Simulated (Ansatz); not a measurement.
CBrClFSi (SMILES F/[Si+]=C(/Cl)Br) (charge +1)

Input file:

```
crystal:
  periodic: [false, false, false]
  atoms:
    - symbol: C
      position_ang: [-0.709797, 0.853754, 2.745614]
    - symbol: Br
      position_ang: [0.099507, 1.437776, 4.282478]
    - symbol: Cl
      position_ang: [-0.516606, 1.722310, 1.337579]
    - symbol: F
      position_ang: [-3.061140, -0.358080, 3.300033]
    - symbol: Si
      position_ang: [-1.695949, -0.995696, 2.763341]
basis:
  gaussian:
    orbitals: def2-TZVPD
total_charge: 1
magnetization:
  spin_polarized: false
hamiltonian:
  xc: pbe0
output: {forces: true, orbitals: {seedname: orbitals}}
```

Run with:

```sh
ansatz run input.yaml --threads 1 --pin off --max-ram 2610MiB --events-out events.jsonl --progress --plain --runs-dir runs
```

Geometry: B3LYP/6-31G*.

The calculation used Ansatz, isolated molecule in a Gaussian basis; Kohn-Sham density functional theory, functional PBE0.

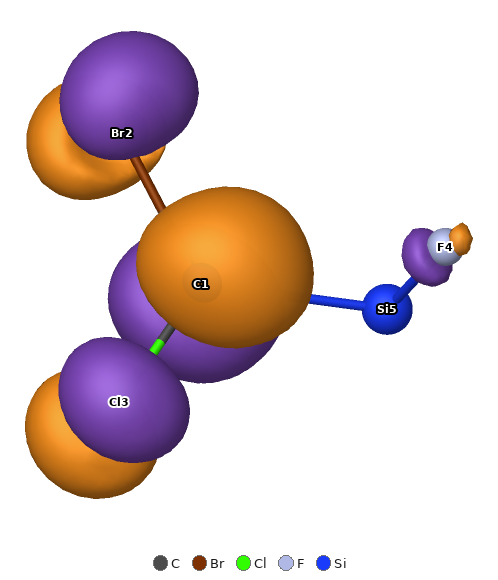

Figure 1. One frontier orbital at ±0.15 Å⁻³ᐟ² (orange and purple are the two phases), seen at a tilt.

**Which orbital is it: HOMO or LUMO?**

The LUMO, at −9.58 eV. Its weight (Hirshfeld) is mainly on C1 (about 45 %), Br2 (about 25 %) and Cl3 (about 20 %).

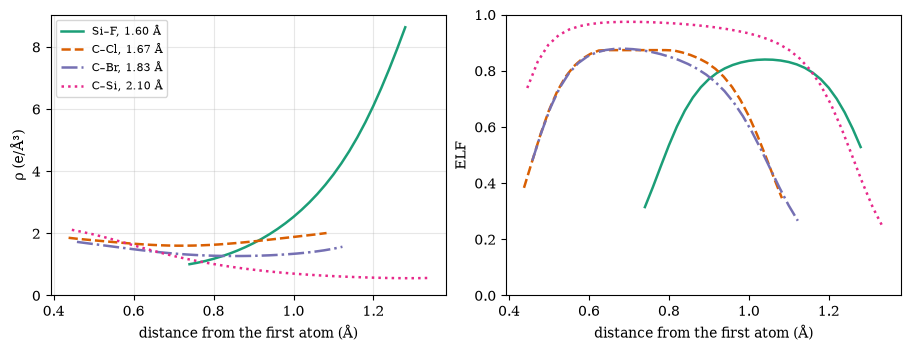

Figure 2. Electron density and ELF along straight lines between neighbouring atoms. The curves leave out the atomic cores.

**Compare the contacts.**

Si–F (1.60 Å): ρ at the midpoint is about 1.2 e/Å³; the ELF peaks at about 0.85 in the valence shell of F, 0.6 Å from its nucleus, and is about 0.55 at the midpoint.
C–Cl (1.67 Å): ρ at the midpoint is about 1.7 e/Å³; the ELF peaks at about 0.85 between the atoms (a covalent bond).
C–Br (1.83 Å): the density is about 1.3 e/Å³ at the midpoint; the ELF peaks at about 0.90 between the atoms (a covalent bond).
C–Si (2.10 Å): ρ at the midpoint is about 0.66 e/Å³, with its minimum of 0.56 e/Å³ about 1.3 Å from C; the ELF peaks at about 1 between the atoms: a shared electron pair.

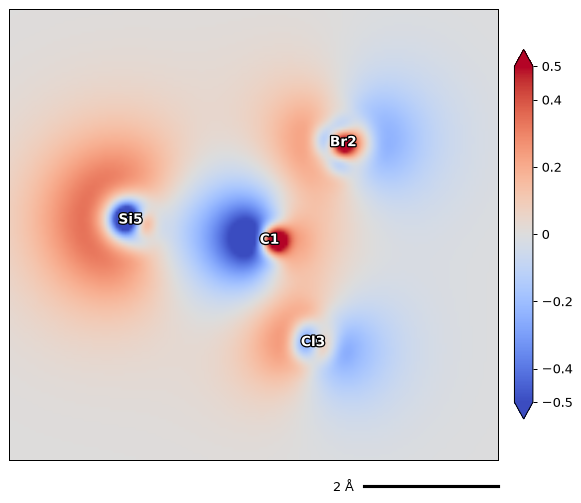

Figure 3. The HOMO on the plane of atoms Br2, C1 and Si5 (values in Å⁻³ᐟ²; the overall sign is arbitrary).

**Describe this orbital and give its energy.**

It lies mainly on Si5 (about 55 %), C1 (about 20 %), Br2 (about 15 %), Cl3 (about 10 %) and F4 (about 5 %). Its energy is −13.02 eV.
